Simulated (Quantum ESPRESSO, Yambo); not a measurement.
# BaTiO3 (P4mm): G0W0 in Yambo against the screening cutoff

Aim: move the screening cutoff of a G0W0 run on BaTiO3 (P4mm) over a wide range.

Main program and level: Yambo 5.3.0; PBE and many-body steps on it, plane waves.

The database entry behind the starting cell differs from later determinations by our own check (c/a about 0.6 % short), so it need not match the best structure at ambient conditions.

## Step 1: The structure

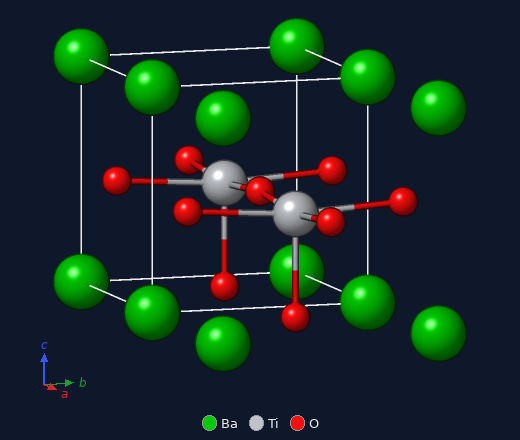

Start, viewed slightly off an axis; barium green, titanium light grey, oxygen red. 2×1×1 cells are drawn. Some periodic images of atoms are drawn too.

Structure file:

```cif
data_structure
_symmetry_space_group_name_H-M 'P 1'
_symmetry_Int_Tables_number 1
_cell_length_a 3.9998
_cell_length_b 3.9998
_cell_length_c 4.0180
_cell_angle_alpha 90.000
_cell_angle_beta 90.000
_cell_angle_gamma 90.000
_cell_volume 64.28
loop_
_atom_site_label
_atom_site_type_symbol
_atom_site_fract_x
_atom_site_fract_y
_atom_site_fract_z
_atom_site_occupancy
Ba1 Ba 0.00000 0.00000 0.99989 1
Ti2 Ti 0.50000 0.50000 0.48411 1
O3 O 0.50000 0.50000 0.02584 1
O4 O 0.50000 0.00000 0.51658 1
O5 O 0.00000 0.50000 0.51658 1
```

Geometry: measured (diffraction); atoms relaxed with PBE. The runs that relaxed it are not among those shown. Spin-orbit coupling is left out unless a step names it.

## Step 2: 2 Ha

This step: Yambo 5.3.0; G0W0 on PBE, plane waves, norm-conserving pseudopotentials.

G0W0 replaces the xc potential by the self-energy, built once from these orbitals. Only a window of levels is corrected, while the sums run over the empty bands that the input names.

File gw7.in:

```
HF_and_locXC
gw0
dyson
ppa
em1d
rim_cut
RandQpts= 1000000
RandGvec= 1 RL
EXXRLvcs= 76 Ry
VXCRLvcs= 304 Ry
Chimod= "HARTREE"
% BndsRnXp
 1 | 87 |
%
NGsBlkXp= 4 Ry
% LongDrXp
 1 | 1 | 1 |
%
% GbndRnge
 1 | 87 |
%
DysSolver= "n"
ExtendOut
PPAPntXp= 27.21138 eV
% QPkrange
 18 | 18 | 19 | 22 |
 1 | 1 | 19 | 22 |
%
```

Launch:

```console
OMP_NUM_THREADS=1 mpirun -n 8 yambo -F gw7.in -J gw7 -C gw7 > gw7.log
```

Log:

```text
 Yambo, version 5.3.0

 [02] CORE Variables Setup
 =========================

  [... cell, symmetries and grids as in the set-up ...]

  [02.05] Energies & Occupations
  ==============================

  [X] === General ===
  [X] Electronic Temperature                        :  0.000000  0.000000 [eV K]
  [X] Bosonic    Temperature                        :  0.000000  0.000000 [eV K]
  [X] Finite Temperature mode                       : no
  [X] El. density                                   :  0.62226E+24 [cm-3]
  [X] Fermi Level                                   :  10.43131 [eV]

  [X] === Gaps and Widths ===
  [X] Conduction Band Min                           :  1.850205 [eV]
  [X] Valence Band Max                              :  0.000000 [eV]
  [X] Filled Bands                                  :  20
  [X] Empty Bands                                   :   21  288
  [X] Direct Gap                                    :  2.204932 [eV]
  [X] Direct Gap localized at k                     :  1
  [X] Indirect Gap                                  :  1.850205 [eV]
  [X] Indirect Gap between kpts                     :  18   1
  [X] Last valence band width                       :  0.943506 [eV]
  [X] 1st conduction band width                     :  2.378868 [eV]

 [03] Transferred momenta grid and indexing
 ==========================================

 IBZ Q-points                                      :  18
 BZ  Q-points                                      :   64

 K/Q-points units:
 rlu = crystal or reduced units; cc = cartesian coordinates; iku = interal k-units

 Q [ 1]         [rlu]:  0.000000  0.000000  0.000000
 Q [ 2]         [rlu]:  0.000000  0.000000  0.250000
 Q [ 3]         [rlu]:  0.000000  0.000000 -0.500000
 Q [ 4]         [rlu]:  0.000000  0.250000  0.000000
 Q [ 5]         [rlu]:  0.000000  0.250000  0.250000
 Q [ 6]         [rlu]:  0.000000  0.250000 -0.500000
 Q [ 7]         [rlu]:  0.000000 -0.500000  0.000000
 Q [ 8]         [rlu]:  0.000000 -0.500000  0.250000
 Q [ 9]         [rlu]:  0.000000 -0.500000 -0.500000
 Q [10]         [rlu]:  0.250000  0.250000  0.000000
     [... 6 further rows ...]
 Q [17]         [rlu]: -0.500000 -0.500000  0.250000
 Q [18]         [rlu]: -0.500000 -0.500000 -0.500000

 [04] Coloumb potential Random Integration (RIM)
 ===============================================

  [04.01] RIM initialization
  ==========================

  * Diagonal components only detected *

  8 x (sBL volume)        :  0.071477 [a.u.]
  sBZ random points       :  1000000
  Points outside the sBZ  :   7992674
  RL volume               :  0.571816 [a.u.]
  Integrated volume       :  0.572340 [a.u.]

  [04.02] RIM integrals
  =====================

  Gamma point sphere radius             :  0.075279 [a.u.]
  Points outside the sphere             :   799805
  [Int_sBZ(q=0) 1/q^2]*(Vol_sBZ)^(-1/3) =:  7.678263
                                 should be <:  7.795600

  Summary of Coulomb integrals for non-metallic bands |Q|[au] RIM/Bare

  Q [1] 0.100000E-4 0.984948 * Q [2] 0.206876 1.047531
  Q [4] 0.207818 1.051805 * Q [5] 0.293234 1.049190
  Q [10] 0.293899 1.050618 * Q [11] 0.359408 1.035725
  Q [3] 0.413753 1.019729 * Q [7] 0.415636 1.019337
  Q [6] 0.463012 1.018201 * Q [8] 0.464275 1.017296
  Q [13] 0.464695 1.017702 * Q [12] 0.507512 1.016101
  Q [14] 0.508664 1.015336 * Q [9] 0.586468 1.011933
  Q [16] 0.587797 1.011712 * Q [15] 0.622200 1.010847
  Q [17] 0.623140 1.010401 * Q [18] 0.718817 1.008389

 [WARNING] [Xp] User bands 1-87 break level degeneracy

 [05] Dipoles
 ============

  [05.01] Setup: observables and procedures
  =========================================

  [WARNING] [x,Vnl] slows the Dipoles computation. To neglect it rename the ns.kb_pp file

 [06] Dynamic Dielectric Matrix (PPA)
 ====================================

 [SLK-Inversion]  Pools        :  2
 [SLK-Inversion]  BLACS grid   :  2  2

 [WR./gw7//ndb.pp]---------------------------------------------------------------
[...]
X matrix size                                    :   65
  X band range                                     :    1   87
  X e/h energy range                               : -1.000000 -1.000000 [eV]
  X Time ordering                                  : R
  X Hxc Kernel                                     : HARTREE
  X Drude frequency                                :  0.000000  0.000000
  X poles                                          :  100.0000 [o/o]
  RL vectors in the sum                            :   5983
  [r,Vnl] included                                 : yes
  Field direction                                  :  0.577350E-5  0.577350E-5  0.577350E-5
  BZ energy Double Grid                            : no
  BZ energy DbGd points                            : 0
  BZ Q point size factor                           : -1.000000
  X Optical Averaged directions                    : none

 [07] Local Exchange-Correlation + Non-Local Fock
 ================================================

 [VXC] Plane waves :   38811
 [EXS] Plane waves :   4945

 QP @ state[ 1 ] K range:  1  1
 QP @ state[ 1 ] b range:  19  22
 QP @ state[ 2 ] K range:  18  18
 QP @ state[ 2 ] b range:  19  22

 [xc] Functional : Perdew, Burke & Ernzerhof(X)+Perdew, Burke & Ernzerhof(C)
 [xc] LIBXC used to calculate xc functional
  PP Number of Atomic Species                      :  3
  NLCC RL compoments                               :   38811
  PP Number of Atomic Species                      :  3
  NLCC RL compoments                               :   38811

 [xc] E_xc :  -21.67308 [Ha]
      E_xc :  -43.34616 [Ry]

  Local XC kind (lXC) : Perdew, Burke & Ernzerhof(X)+Perdew, Burke & Ernzerhof(C)
  Non-Local XC kind (nlXC) : Hartree-Fock

  Corrections @ K [1] :  [eV]
 <19|nlXC|19> = -24.42561 -0.24050E-17 <19|lXC|19> = -20.00122 -0.28323E-15
 <20|nlXC|20> = -24.42567  0.52317E-17 <20|lXC|20> = -20.00122  0.94408E-16
 <21|nlXC|21> = -11.39148  0.25876E-18 <21|lXC|21> = -18.77100  0.000000
 <22|nlXC|22> = -12.08402  0.25420E-17 <22|lXC|22> = -19.06976 -0.18882E-15

  Corrections @ K [18] :  [eV]
 <19|nlXC|19> = -24.90128 -0.64496E-17 <19|lXC|19> = -19.95988 -0.75527E-15
 <20|nlXC|20> = -24.94196 -0.10789E-17 <20|lXC|20> = -19.98796  0.18882E-15
 <21|nlXC|21> = -13.10356 -0.41067E-18 <21|lXC|21> = -21.85309 -0.11329E-14
 <22|nlXC|22> = -13.22406  0.28686E-18 <22|lXC|22> = -21.87102  0.18882E-15

  [07.01] Hartree-Fock occupations report
  =======================================

  [Hartree-Fock] === General ===
  [Hartree-Fock] Electronic Temperature             :  0.000000  0.000000 [eV K]
  [Hartree-Fock] Bosonic    Temperature             :  0.000000  0.000000 [eV K]
  [Hartree-Fock] Finite Temperature mode            : no
  [Hartree-Fock] El. density                        :  0.62226E+24 [cm-3]
  [Hartree-Fock] Fermi Level                        :  10.43131 [eV]

  [Hartree-Fock] === Gaps and Widths ===
  [Hartree-Fock] Conduction Band Min                :  1.924932 [eV]
  [Hartree-Fock] Valence Band Max                   : -0.036874 [eV]
  [Hartree-Fock] Filled Bands                       :  20
  [Hartree-Fock] Empty Bands                        :   21  288
  [Hartree-Fock] Direct Gap                         :  2.461320 [eV]
  [Hartree-Fock] Direct Gap localized at k          :  2
  [Hartree-Fock] Indirect Gap                       :  1.961806 [eV]
  [Hartree-Fock] Indirect Gap between kpts          :  17   2
  [Hartree-Fock] Last valence band width            :  4.917121 [eV]
  [Hartree-Fock] 1st conduction band width          :  11.05368 [eV]

 [08] Dyson equation: Newton solver
 ==================================

  [08.01] G0W0 (W PPA)
  ====================

  [  GW  ] Bands range     :    1   87
  [GW/PPA] G damping       :  0.100000 [eV]

  QP @ state[ 1 ] K range:  1  1
  QP @ state[ 1 ] b range:  19  22
  QP @ state[ 2 ] K range:  18  18
  QP @ state[ 2 ] b range:  19  22

   Sc/G bands                                       :    1   87
   Sc/G damping                                     :  0.100000 ev
   Sc bands terminator                              : no
   Sx RL components                                 :   4945

   QP @ state[ 1 ] K range                          :  1  1
   QP @ state[ 1 ] b range                          :  19  22
   QP @ state[ 2 ] K range                          :  18  18
   QP @ state[ 2 ] b range                          :  19  22
   GF energies kind                                 : Perdew, Burke & Ernzerhof(X)+Perdew, Burke & Ernzerhof(C)
   GF WF`s kind                                     : Perdew, Burke & Ernzerhof(X)+Perdew, Burke & Ernzerhof(C)
   Xs energies kind                                 : Perdew, Burke & Ernzerhof(X)+Perdew, Burke & Ernzerhof(C)
   Xs WF`s kind                                     : Perdew, Burke & Ernzerhof(X)+Perdew, Burke & Ernzerhof(C)

 [11] Game Over & Game summary
```

Wall time 48 s (8 MPI ranks of Arm Neoverse V2, shared host); peak memory 4.3 GiB.

This step gave:

| Item | Value |
| --- | --- |
| G0W0 gap on the points computed | 3.427 eV |
| starting gap on the mesh | 1.850 eV |
| k of the valence top | -0.5, -0.5, -0.5 |
| k of the conduction bottom | 0, 0, 0 |
| least direct G0W0 gap on the computed points | 3.781 eV |
| Z at the valence top | 0.7747 |
| Z at the conduction bottom | 0.7844 |

The gap on the mesh goes from 1.85 eV to 3.43 eV, a correction of +1.58 eV.

## Step 3: 3 Ha

gw8.in, as its differences from gw7.in of step 2:

```diff
@@ -14,3 +14,3 @@
 %
-NGsBlkXp= 4 Ry
+NGsBlkXp= 6 Ry
 % LongDrXp
```

Launch:

```console
OMP_NUM_THREADS=1 mpirun -n 8 yambo -F gw8.in -J gw8 -C gw8 > gw8.log
```

Log:

```text
 Yambo, version 5.3.0

 [02] CORE Variables Setup
 =========================

  [... cell, symmetries and grids as in the set-up ...]

  [02.05] Energies & Occupations
  ==============================

  [X] === General ===
  [X] Electronic Temperature                        :  0.000000  0.000000 [eV K]
  [X] Bosonic    Temperature                        :  0.000000  0.000000 [eV K]
  [X] Finite Temperature mode                       : no
  [X] El. density                                   :  0.62226E+24 [cm-3]
  [X] Fermi Level                                   :  10.43131 [eV]

  [X] === Gaps and Widths ===
  [X] Conduction Band Min                           :  1.850205 [eV]
  [X] Valence Band Max                              :  0.000000 [eV]
  [X] Filled Bands                                  :  20
  [X] Empty Bands                                   :   21  288
  [X] Direct Gap                                    :  2.204932 [eV]
  [X] Direct Gap localized at k                     :  1
  [X] Indirect Gap                                  :  1.850205 [eV]
  [X] Indirect Gap between kpts                     :  18   1
  [X] Last valence band width                       :  0.943506 [eV]
  [X] 1st conduction band width                     :  2.378868 [eV]

 [03] Transferred momenta grid and indexing
 ==========================================

 IBZ Q-points                                      :  18
 BZ  Q-points                                      :   64

 K/Q-points units:
 rlu = crystal or reduced units; cc = cartesian coordinates; iku = interal k-units

 Q [ 1]         [rlu]:  0.000000  0.000000  0.000000
 Q [ 2]         [rlu]:  0.000000  0.000000  0.250000
 Q [ 3]         [rlu]:  0.000000  0.000000 -0.500000
[...]
[Hartree-Fock] El. density                        :  0.62226E+24 [cm-3]
  [Hartree-Fock] Fermi Level                        :  10.43131 [eV]

  [Hartree-Fock] === Gaps and Widths ===
  [Hartree-Fock] Conduction Band Min                :  1.924932 [eV]
  [Hartree-Fock] Valence Band Max                   : -0.036874 [eV]
  [Hartree-Fock] Filled Bands                       :  20
  [Hartree-Fock] Empty Bands                        :   21  288
  [Hartree-Fock] Direct Gap                         :  2.461320 [eV]
  [Hartree-Fock] Direct Gap localized at k          :  2
  [Hartree-Fock] Indirect Gap                       :  1.961806 [eV]
  [Hartree-Fock] Indirect Gap between kpts          :  17   2
  [Hartree-Fock] Last valence band width            :  4.917121 [eV]
  [Hartree-Fock] 1st conduction band width          :  11.05368 [eV]

 [08] Dyson equation: Newton solver
 ==================================

  [08.01] G0W0 (W PPA)
  ====================

  [  GW  ] Bands range     :    1   87
  [GW/PPA] G damping       :  0.100000 [eV]

  QP @ state[ 1 ] K range:  1  1
  QP @ state[ 1 ] b range:  19  22
  QP @ state[ 2 ] K range:  18  18
  QP @ state[ 2 ] b range:  19  22

   Sc/G bands                                       :    1   87
   Sc/G damping                                     :  0.100000 ev
   Sc bands terminator                              : no
   Sx RL components                                 :   4945

   QP @ state[ 1 ] K range                          :  1  1
   QP @ state[ 1 ] b range                          :  19  22
   QP @ state[ 2 ] K range                          :  18  18
   QP @ state[ 2 ] b range                          :  19  22
   GF energies kind                                 : Perdew, Burke & Ernzerhof(X)+Perdew, Burke & Ernzerhof(C)
   GF WF`s kind                                     : Perdew, Burke & Ernzerhof(X)+Perdew, Burke & Ernzerhof(C)
   Xs energies kind                                 : Perdew, Burke & Ernzerhof(X)+Perdew, Burke & Ernzerhof(C)
   Xs WF`s kind                                     : Perdew, Burke & Ernzerhof(X)+Perdew, Burke & Ernzerhof(C)

 [11] Game Over & Game summary
```

Run time: 51 s. Hardware: 8 MPI ranks; peak memory 4.3 GiB.

This step gave:

```
G0W0 gap on the points computed              : 3.361 eV
starting gap on the mesh                     : 1.850 eV
k of the valence top                         : -0.5, -0.5, -0.5
k of the conduction bottom                   : 0, 0, 0
least direct G0W0 gap on the computed points : 3.715 eV
Z at the valence top                         : 0.7702
Z at the conduction bottom                   : 0.7816
```

Against the run before, the gap moves by −0.067 eV.

(Continued in part 2 of 2.)

[Paths, hosts, dates, memory and timing lines, banners, echoed tables and standing remarks are left out of the program output.]

[Logs are printed without paths, hosts, clocks, repeated set-up lines and the standing remarks that a program may print on its own settings, such as how far it seeks lower states.]

[Runs of the session that timed out or met a known fault of the program may be left out.]

[Hosts, paths, dates, database ids (printed as entryN), source tags and the programs' standing remarks are cut or masked in the printed files.]
